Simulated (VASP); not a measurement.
Band structure of Al$_{2}$Cu (sg140). These are PBEsol GGA with spin-orbit coupling, VASP's PBE PAW potentials (set 64) (plane waves; VASP) values and carry that method's errors.

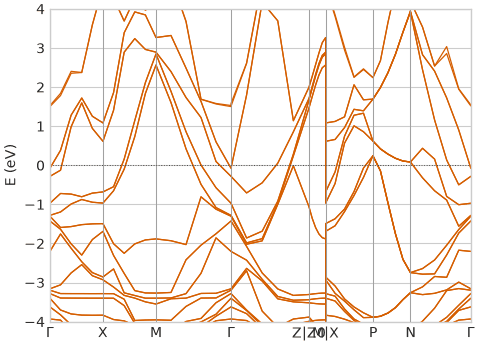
Fig. 1. Bands along high-symmetry lines, zero at the valence-band maximum or, without a gap, the Fermi level

Read the plot: is there a gap, and where are the band edges?

It has no gap at this level: it comes out as a metal or semimetal.

The compound is Al2Cu in the sg140 structure. It was relaxed first.
